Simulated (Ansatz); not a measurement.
# PtC (model cell, started as rocksalt type): following an unstable mode, part 2 of 2

Wanted: the energy along a soft mode of PtC (model cell, started as rocksalt type) and the structure at the end.

Ansatz 0.2.0; DFT PBEsol, scalar-relativistic, plane waves, PAW.

So far, highest frequency on the path or at a solved wavevector (cm⁻¹): step 2 (phonons on a q mesh) 498. Also lowest frequency on the path (cm⁻¹): step 2 -544.

The structure was built from a prototype and need not be the compound's stable phase.

## Step 6: Relaxing from the distorted cell

Starting from the lowest point found, all atoms and the cell are let go, so that strain and other modes of the same symmetry can join in.

Input file input.yaml:

```yaml
crystal:
  lattice:
    - [0.0, 2.2083183167, 2.2083183167]
    - [2.2083183167, 0.0, 2.2083183167]
    - [2.2083183167, 2.2083183167, 0.0]
  atoms:
    - { symbol: Pt, position: [0.0077263869, -0.0025754623, -0.0025754623] }
    - { symbol: C, position: [0.3745071636, 0.5418309455, 0.5418309455] }
kpoints:
  mp_grid: { grid: [16, 16, 16] }
hamiltonian:
  xc: pbesol
scf:
  occupations: { method: methfessel_paxton, width: 0.2 }
output:
  forces: true
  stress: true
  eigenvalues: true
relax:
  adjacent_minimum: "off"
  f_tol: 0.002
  max_steps: 120
  cell: { stress_tol: 0.03 }
```

On the command line:

```sh
ansatz run input.yaml --threads 4 --pin off --max-ram 7168MiB --backend cpu --events-out ev --progress --plain --runs-dir out
```

Numbers of over 12 decimals in the logs are rounded to 6 here.

Log:

```text
[...]
Crystal: 2 atoms, lattice volume = 21.538 Å³
Basis set: ecut = 420 eV, 411 PW (Γ), exchange–correlation on 48×48×48 points (8 copies of the dense FFT grid, shifted against one another)
Bands: 15, of which v1, the nominal top of the filled ones, is band 11 counted from 1 (10 counted from 0)
Symmetry: 6 space group operations
[...]
k-points: 417 of 4096 (time reversal used)
[...]
SCF iter   1: F=—  HF=-12627.942023 eV  |F-HF|=—  |Δ(HF+E_count)|=         —  Δρ=1.28e-2  dr2=3.67e-2  ethr=1.77e-3  ⟨swp⟩=4.1  Hψ=27697  notcnv=0
[...]
SCF iter   6: F=-12627.934414 eV  HF=-12627.934414 eV  |F-HF|=2.98e-10  |Δ(HF+E_count)|=   4.37e-8  S|Δr|=    0.00e0  Δρ=5.36e-6  dr2=2.31e-9  ethr=4.55e-10  ⟨swp⟩=5.0  Hψ=27177  notcnv=0
SCF 1 converged in 6 iterations: F = -12627.934414 eV  dr2 = 2.31e-9
[...]
relax step   1: F+E_penalty+E_count = -12627.93441378 eV  Δ(F+E_penalty+E_count) = +0.000e0 eV  max|allowed force component| = 2.116e-1 eV/Å  Δτ_max = 0.0000 Å  P = +9.986 GPa  Ω = 21.538 Å³  (6 SCF iters, dr2 threshold 1.00e-7 eV, accepted)
Crystal: 2 atoms, lattice volume = 22.355 Å³
Basis set: ecut = 420 eV, 441 PW (Γ), exchange–correlation on 48×48×48 points (8 copies of the dense FFT grid, shifted against one another)
[...]
SCF iter   5: F=-12628.018218 eV  HF=-12628.018218 eV  |F-HF|=6.85e-9  |Δ(HF+E_count)|=   1.18e-7  S|Δr|=    0.00e0  Δρ=1.70e-5  dr2=2.38e-8  ethr=9.09e-10  ⟨swp⟩=5.4  Hψ=28208  notcnv=0
SCF 2 converged in 5 iterations: F = -12628.018218 eV  dr2 = 2.38e-8
relax step   2: F+E_penalty+E_count = -12628.01821836 eV  Δ(F+E_penalty+E_count) = -8.380e-2 eV  max|allowed force component| = 8.499e-2 eV/Å  Δτ_max = 0.0045 Å  P = -0.557 GPa  Ω = 22.355 Å³  energy of the carried Pulay correction = -1.481e-3 eV  (5 SCF iters, dr2 threshold 2.00e-7 eV, accepted)
Crystal: 2 atoms, lattice volume = 22.434 Å³
Basis set: ecut = 420 eV, 453 PW (Γ), exchange–correlation on 48×48×48 points (8 copies of the dense FFT grid, shifted against one another)
[...]
SCF iter   5: F=-12628.048368 eV  HF=-12628.048368 eV  |F-HF|=2.90e-9  |Δ(HF+E_count)|=   3.43e-8  S|Δr|=    0.00e0  Δρ=7.56e-6  dr2=5.84e-9  ethr=9.09e-10  ⟨swp⟩=5.0  Hψ=26432  notcnv=0
SCF 3 converged in 5 iterations: F = -12628.048368 eV  dr2 = 5.84e-9
relax step   3: F+E_penalty+E_count = -12628.04836813 eV  Δ(F+E_penalty+E_count) = -3.015e-2 eV  max|allowed force component| = 1.843e-1 eV/Å  Δτ_max = 0.0033 Å  P = -1.009 GPa  Ω = 22.434 Å³  energy of the carried Pulay correction = -1.621e-3 eV  (5 SCF iters, dr2 threshold 2.00e-7 eV, accepted)
[... from here on, the SCF cycles and remarks between the steps are left out ...]
relax step   4: F+E_penalty+E_count = -12628.05523510 eV  Δ(F+E_penalty+E_count) = -6.867e-3 eV  max|allowed force component| = 1.048e-1 eV/Å  Δτ_max = 0.0068 Å  P = -0.372 GPa  Ω = 22.513 Å³  energy of the carried Pulay correction = -1.761e-3 eV  (4 SCF iters, dr2 threshold 2.00e-7 eV, accepted)
relax step   5: F+E_penalty+E_count = -12628.05678565 eV  Δ(F+E_penalty+E_count) = -1.551e-3 eV  max|allowed force component| = 1.698e-2 eV/Å  Δτ_max = 0.0075 Å  P = +0.079 GPa  Ω = 22.610 Å³  energy of the carried Pulay correction = -1.932e-3 eV  (4 SCF iters, dr2 threshold 2.00e-7 eV, accepted)
relax step   6: F+E_penalty+E_count = -12628.05679772 eV  Δ(F+E_penalty+E_count) = -1.207e-5 eV  max|allowed force component| = 1.804e-3 eV/Å  Δτ_max = 0.0017 Å  P = -0.015 GPa  Ω = 22.647 Å³  energy of the carried Pulay correction = -1.997e-3 eV  (4 SCF iters, dr2 threshold 4.53e-8 eV, accepted)
relax step   7: F+E_penalty+E_count = -12628.06499988 eV  Δ(F+E_penalty+E_count) = -8.202e-3 eV  max|allowed force component| = 2.358e-3 eV/Å  Δτ_max = 0.0000 Å  P = +0.447 GPa  Ω = 22.647 Å³  stress off target by 1.25e0 GPa  SCF on the basis re-selected at this cell (its energy is not comparable with the rows above)  (6 SCF iters)
relax step   8: F+E_penalty+E_count = -12628.06577916 eV  Δ(F+E_penalty+E_count) = -7.793e-4 eV  max|allowed force component| = 1.240e-2 eV/Å  Δτ_max = 0.0019 Å  P = -0.096 GPa  Ω = 22.759 Å³  energy of the carried Pulay correction = -1.922e-4 eV  (4 SCF iters, dr2 threshold 2.00e-7 eV, accepted)
relax step   9: F+E_penalty+E_count = -12628.06577642 eV  Δ(F+E_penalty+E_count) = +2.734e-6 eV  max|allowed force component| = 4.473e-4 eV/Å  Δτ_max = 0.0014 Å  P = -0.025 GPa  Ω = 22.784 Å³  energy of the carried Pulay correction = -2.359e-4 eV  (4 SCF iters, dr2 threshold 6.04e-8 eV, accepted)
relax step  10: F+E_penalty+E_count = -12628.06603230 eV  Δ(F+E_penalty+E_count) = -2.559e-4 eV  max|allowed force component| = 4.758e-4 eV/Å  Δτ_max = 0.0000 Å  P = -0.026 GPa  Ω = 22.784 Å³  stress off target by 4.00e-2 GPa  SCF on the basis re-selected at this cell (its energy is not comparable with the rows above)  (5 SCF iters)
relax step  11: F+E_penalty+E_count = -12628.06604024 eV  Δ(F+E_penalty+E_count) = -7.936e-6 eV  max|allowed force component| = 8.079e-4 eV/Å  Δτ_max = 0.0002 Å  P = -0.008 GPa  Ω = 22.780 Å³  energy of the carried Pulay correction = +6.985e-6 eV  (3 SCF iters, dr2 threshold 4.00e-9 eV, accepted)
[...]
SCF iter   4: F=-12628.066032 eV  HF=-12628.066032 eV  |F-HF|=3.64e-12  |Δ(HF+E_count)|=  1.82e-12  S|Δr|=    0.00e0  Δρ=4.07e-8  dr2=8.66e-14  ethr=1.00e-12  ⟨swp⟩=5.0  Hψ=24225  notcnv=0
SCF 12 converged in 4 iterations: F = -12628.066032 eV  dr2 = 8.66e-14
relax step  12: F+E_penalty+E_count = -12628.06603168 eV  Δ(F+E_penalty+E_count) = +8.561e-6 eV  max|allowed force component| = 7.970e-4 eV/Å  Δτ_max = 0.0000 Å  P = -0.008 GPa  Ω = 22.780 Å³  stress off target by 9.95e-3 GPa  SCF on the basis re-selected at this cell (its energy is not comparable with the rows above)  (4 SCF iters)
basis re-selected at this cell: Δ(F+E_penalty+E_count) = +8.561e-6 eV, ΔP = +0.000 GPa vs the last step (what re-selecting the basis moved, of the pressure what is left beyond the Pulay correction that the steps carried, after the strain that the cell walked since its last selection, with what the two solves' SCF thresholds leave and, on support functions, any second-order correction that the steps lacked; it is no m [...]
SCF converged after 4 iterations
[...]
Free energy (F): -12628.066032 eV
[...]
Internal energy: -12628.065860 eV  (E = F + TS)
E sigma→0 (E₀):  -12628.065989 eV
Entropy (-TS):   -0.000172 eV (-0.086 meV/atom)
Fermi energy:    19.310589 eV
Step filling:    the computed levels leave a gap of 0.0133 eV = 0.1 smearing widths at the electron count; against every level under it full and every level over it empty, smearing changes F+E_penalty+E_count by +0.192 meV and its σ→0 estimate by +0.235 meV
[...]
--- Forces (eV/Å), atoms counted from 1 ---
  atom   1  Pt    -0.00079698     0.00079698     0.00079698
  atom   2  C      0.00079695    -0.00079695    -0.00079695
  max |Σ_I F_I| component: 3.22e-8 eV/Å
--- Stress (GPa, compression-positive) ---
       -0.007899      -0.002053      -0.002053
       -0.002053      -0.007899       0.002053
       -0.002053       0.002053      -0.007899
  P = ⅓ Tr σ = -0.0079 GPa (-0.079 kbar)
--- Band table (eV; the first three rows and the last of 417) ---
  k-point 0: bands = [... 7 lower, 13.4252, 15.2451, 15.2451, 19.7436, 21.0100, 21.0100, 23.7334, 30.0235]
  k-point 1: bands = [... 7 lower, 13.4560, 15.1617, 15.1867, 19.6221, 21.0555, 21.1559, 23.9852, 30.2008]
  k-point 2: bands = [... 7 lower, 13.5688, 14.9445, 15.0849, 19.1567, 21.4389, 21.5444, 24.5174, 30.6726]
  k-point 416: bands = [... 7 lower, 12.3243, 16.0625, 16.0625, 17.4116, 24.2572, 24.2572, 25.9146, 28.8861]
--- Relaxed structure (9 steps of the walk, 9 accepted, 3 SCFs on fresh bases) ---
  F+E_penalty+E_count = -12628.06603168 eV   max|allowed force component| = 7.970e-4 eV/Å   (the final SCF, on the basis selected at the relaxed cell)
  cell:  # Å, volume = 22.7797 Å³
    - [-0.235896, 2.373864, 2.373864]
    - [2.137969, 0.0, 2.137969]
    - [2.137969, 2.137969, 0.0]
  atoms:
    - { symbol: Pt, position: [0.012187, -0.00406235, -0.00406235] }
    - { symbol: C, position: [0.370046, 0.543318, 0.543318] }
```

Elapsed: 32 s, on 4 threads of Arm Neoverse V2, shared host; peak memory 0.49 GiB; 2.1 min of CPU time.

Step by step:

```
step  energy less that of the first step (eV)  largest force component (eV/Å)  pressure (GPa)  volume (Å³)
   1                                   0.0000                          0.2116            9.99        21.54
   2                                  -0.0838                          0.0850           -0.56        22.36
   3                                  -0.1140                          0.1843           -1.01        22.43
   4                                  -0.1208                          0.1048           -0.37        22.51
   5                                  -0.1224                          0.0170            0.08        22.61
   6                                  -0.1224                          0.0018           -0.01        22.65
  7*                                  -0.1306                          0.0024            0.45        22.65
   8                                  -0.1314                          0.0124           -0.10        22.76
   9                                  -0.1314                          0.0004           -0.02        22.78
 10*                                  -0.1316                          0.0005           -0.03        22.78
  11                                  -0.1316                          0.0008           -0.01        22.78
 12*                                  -0.1316                          0.0008           -0.01        22.78
```

Relaxation steps marked * repeat the geometry before them on a plane-wave basis chosen anew for their cell, so energy and pressure can jump there.

The run keeps the 6 symmetry operations that it works with, so distortions that break them were not tested.

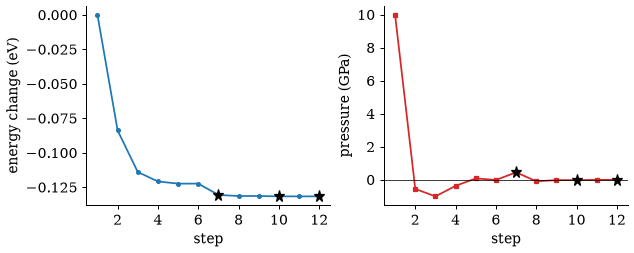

Energy and pressure along the relaxation. Stars mark steps on a basis chosen anew.

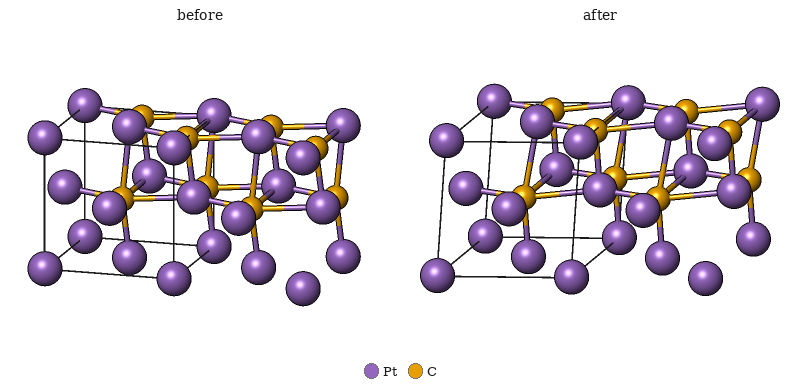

Before and after, at one scale. Bonds to atoms that aren't drawn are left out.

```
     cell as run  before  after  change
           a (Å)   3.123  3.365  +7.8 %
           b (Å)   3.123  3.024  -3.2 %
           c (Å)   3.123  3.024  -3.2 %
           β (°)   60.00  63.31  +5.5 %
           γ (°)   60.00  63.31  +5.5 %
volume (Å³/atom)   10.77  11.39  +5.8 %
```

The atoms that moved most (Å, as changes of fractional coordinates times the final cell):

```
atom      dx      dy      dz  length
 Pt1  -0.007   0.007   0.007   0.013
  C2   0.007  -0.007  -0.007   0.013
```

The relaxed structure:

```
Pt C
1.0
    -0.23590    2.37386    2.37386
     2.13797    0.00000    2.13797
     2.13797    2.13797    0.00000
Pt C
1 1
Cartesian
  -0.0202 0.0202 0.0202
  2.2359 2.0400 2.0400
```

Numbers from this step:

```
pressure        : -0.007899 GPa
volume per atom : 11.39 Å³
```

The distorted start has space group R3m; the relaxation ends in R3m.

## Step 7: The new phase in its own primitive cell

The relaxed structure is symmetrised, reduced to its primitive cell and relaxed tightly, as its phonons need.

input.yaml, the sections that differ from step 6:

```yaml
crystal:
  lattice:
    - [1.5117721354, 0.8728220493, 2.8772965972]
    - [-1.5117721354, 0.8728220493, 2.8772965972]
    - [0.0, -1.7456440986, 2.8772965972]
  atoms:
    - { symbol: Pt, position: [0.9959376477, 0.9959376477, 0.9959376477] }
    - { symbol: C, position: [0.5433178355, 0.5433178355, 0.5433178355] }
kpoints:
  mp_grid: { grid: [18, 18, 18] }
relax:
  adjacent_minimum: "off"
  f_tol: 0.001
  max_steps: 60
  cell: { stress_tol: 0.01 }
# hamiltonian, scf, output: as in step 6
```

Log:

```text
[...]
Crystal: 2 atoms, lattice volume = 22.780 Å³
Basis set: ecut = 420 eV, 447 PW (Γ), exchange–correlation on 48×48×48 points (8 copies of the dense FFT grid, shifted against one another)
Bands: 15, of which v1, the nominal top of the filled ones, is band 11 counted from 1 (10 counted from 0)
Symmetry: 6 space group operations
[...]
k-points: 580 of 5832 (time reversal used)
[...]
k-point 579: bands = [... 7 lower, 12.3193, 16.0593, 16.0593, 17.4099, 24.2541, 24.2541, 25.9082, 28.8810]
--- Relaxed structure (3 steps of the walk, 3 accepted, 1 SCFs on fresh bases) ---
[...]
cell:  # Å, volume = 22.7834 Å³
    - [1.511956, 0.872928, 2.877063]
    - [-1.511956, 0.872928, 2.877063]
    - [0, -1.745856, 2.877063]
  atoms:
    - { symbol: Pt, position: [0.995909, 0.995909, 0.995909] }
    - { symbol: C, position: [0.543347, 0.543347, 0.543347] }
[key lines of the parts left out:]
SCF converged after 5 iterations
Free energy (F): -12628.066076 eV
Fermi energy:    19.309335 eV
P = ⅓ Tr σ = 0.0059 GPa (0.059 kbar)
```

Elapsed: 14 s, on 4 threads; peak memory 0.55 GiB; 55 s of CPU time.

Little changed from the start: no atom moved by 0.005 Å and no cell edge by 0.1 %.

This step gave:

* pressure: 0.005904 GPa

The largest force component left is 0.17 meV/Å and the pressure is 0.006 GPa, within the tolerances set. The cell now holds 11.39 Å³/atom.

## Step 8: Modes of the new phase, k-mesh 18×18×18

A relaxed structure may still be a saddle point, so its zone-centre modes are computed. No field response is asked, since the mesh shows no gap.

input.yaml, the sections that differ from step 7:

```yaml
crystal:
  lattice:
    - [1.5119558304, 0.8729281057, 2.8770632546]
    - [-1.5119558304, 0.8729281057, 2.8770632546]
    - [0.0, -1.7458562114, 2.8770632546]
  atoms:
    - { symbol: Pt, position: [0.9959089134, 0.9959089134, 0.9959089134] }
    - { symbol: C, position: [0.5433465698, 0.5433465698, 0.5433465698] }
output:
  eigenvalues: true
phonons:
  method: dfpt
# kpoints, hamiltonian, scf: as in step 7
# relax: removed
```

Log:

```text
[...]
Crystal: 2 atoms, lattice volume = 22.783 Å³
Basis set: ecut = 420 eV, 447 PW (Γ), exchange–correlation on 48×48×48 points (8 copies of the dense FFT grid, shifted against one another)
Bands: 15, of which v1, the nominal top of the filled ones, is band 11 counted from 1 (10 counted from 0)
Symmetry: 6 space group operations
k-points: 1550 of 5832 (irreducible under 2 space group operations, time reversal used)
[...]
SCF iter   1: F=—  HF=-12628.073125 eV  |F-HF|=—  |Δ(HF+E_count)|=         —  Δρ=1.29e-2  dr2=3.73e-2  ethr=1.77e-3  ⟨swp⟩=4.0  Hψ=102736  notcnv=0
[...]
SCF iter   8: F=-12628.066076 eV  HF=-12628.066076 eV  |F-HF|=1.82e-12  |Δ(HF+E_count)|=  4.55e-11  S|Δr|=    0.00e0  Δρ=1.26e-7  dr2=1.58e-12  ethr=1.00e-12  ⟨swp⟩=4.1  Hψ=107604  notcnv=0
SCF 1 converged in 8 iterations: F = -12628.066076 eV  dr2 = 1.58e-12
[...]
DFPT response loops at Γ: preconditioner auto → Kerker (q_TF=auto, 2.712 Å⁻¹) (partly filled bands, converged f_vac=0.000); β = 1.00, the filter's whole step (`scf.mixing.beta` (0.50) is not read by the response loops under this deck's `scf.mixing.preconditioner`; to damp them name `kerker` or `kerker_dos`, under which they read `scf.mixing.beta`, and type it under 1.00, their step now; both keys bind the ground state too); Broyden in place of MSR1
SCF converged after 8 iterations
[...]
Free energy (F): -12628.066076 eV
[...]
Internal energy: -12628.065576 eV  (E = F + TS)
E sigma→0 (E₀):  -12628.065951 eV
Entropy (-TS):   -0.000500 eV (-0.250 meV/atom)
Fermi energy:    19.309335 eV
[...]
--- Band table (eV; the first three rows and the last of 1550) ---
  k-point 0: bands = [... 7 lower, 13.4200, 15.2413, 15.2413, 19.7445, 21.0079, 21.0079, 23.7265, 30.0182]
  k-point 1: bands = [... 7 lower, 13.4448, 15.1750, 15.1941, 19.6516, 21.0373, 21.1237, 23.9298, 30.1591]
  k-point 2: bands = [... 7 lower, 13.5238, 14.9972, 15.0992, 19.2832, 21.3194, 21.4399, 24.3856, 30.5451]
  k-point 1549: bands = [... 7 lower, 12.3193, 16.0593, 16.0593, 17.4099, 24.2541, 24.2541, 25.9082, 28.8810]
--- Phonons (Γ-DFPT): 4 representative perturbations + reference, on 1550 of 5832 k-points (Σ response iterations 14) ---
  k mesh reduced under 2 symmetry operations, with k and −k counted as one. Each operation leaves every solved perturbation unchanged. A smaller set is not used because it would not reduce the number of displacements times k-points to solve
  ASR residual: 3.433e-5 → 0.000e0 eV/Å²; symmetrization residual: 1.302e-6 eV/Å²
  ASR residual per site (eV/Å²): 3.43e-5 1.45e-5
  Γ frequencies (cm⁻¹): 0.00 0.00 0.00 539.62 547.83 547.83
  non-analytic LO–TO correction: not included (Born effective charges unavailable; polar crystals: no LO–TO splitting at Γ)
```

Elapsed: 54 s, on 4 threads; peak memory 1.6 GiB.

This step gave:

- sum-rule residual before enforcement: 3.43e-5 eV/Å²
- point group: 3m
- highest optical mode at the zone centre (no LO-TO term): 547.8 cm⁻¹
- lowest optical zone-centre mode: 539.6 cm⁻¹

Patterns of degenerate modes are one choice out of their space. The modes at Γ (shares of kinetic energy by element, %):

```
mode  frequency (cm⁻¹)  symmetry  Pt %  C %
   1               0.0  acoustic    94    6
   2               0.0  acoustic    94    6
   3               0.0  acoustic    94    6
   4             539.6        A1     6   94
   5             547.8         E     6   94
   6             547.8         E     6   94
```

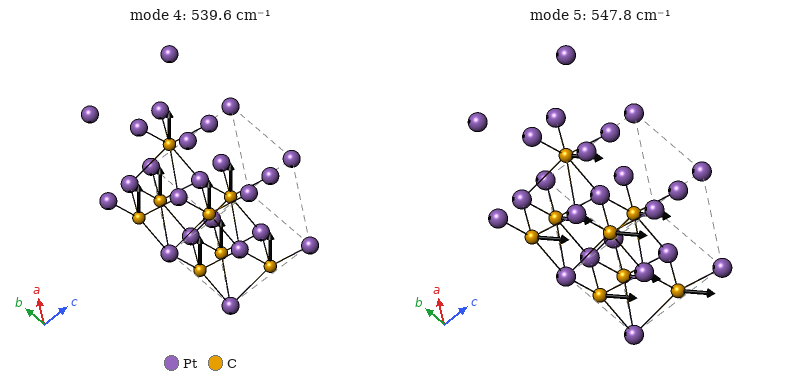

Displacement patterns of modes 4 and 5 at Γ; arrows are exaggerated. Bonds to atoms that aren't drawn are left out. 1×2×1 conventional cells are drawn. Some periodic images of atoms are drawn too.

Before it was imposed, the acoustic sum rule was missed by 3.4e-5 eV/Å². Small misses are needed for a sound result but don't prove that mesh and cutoff are converged. The lowest optical mode is real, 540 cm⁻¹.

## Step 9: Results

```json
{
  "unstable mode of the parent": "q = (0, 0, 0), 544i cm⁻¹",
  "depth at the lowest point sampled": "117 meV/atom",
  "largest atomic shift at that point": "0.32 Å",
  "space group reached (within 0.01 Å)": "R3m",
  "energy gained over the parent (first relaxation, on the mesh of the frozen mode)": "183 meV/atom",
  "volume per atom, phase reached": "11.4 Å³",
  "lowest optical zone-centre mode, phase reached": "540 cm⁻¹",
  "highest optical mode at the zone centre (no LO-TO term), phase reached": "548 cm⁻¹"
}
```

In words: Along this mode the structure falls into R3m, 183 meV/atom below the parent. At the parent's cell the well is 116.7 meV/atom deep on the steps tried, with its lowest point at a shift of 0.32 Å. Relaxing atoms and cell changes the gain by +65.86 meV/atom against the lowest step (energies at zero smearing). The new phase has no imaginary mode at the zone centre of its cell; other wavevectors were not checked. Of the 6 patterns followed to their end from this parent, this one ends 345 meV/atom above the lowest, F-43m. Each path keeps the symmetry of its pattern, so a lower phase may lie along a pattern not tried. With no gap, or one that is small against the smearing, the frequencies hang on the k mesh and the smearing, most of all near Kohn anomalies. Spin-orbit coupling is left out, which can matter for the heavy elements here. The starting cell was built on a prototype and not taken from a measurement, so the phase need not exist.

[Logs are printed without paths, hosts, clocks, repeated set-up lines and the standing remarks that a program may print on its own settings, such as how far it seeks lower states.]

[Hosts, paths, dates, database ids (printed as entryN), source tags and the programs' standing remarks are cut or masked in the printed files.]
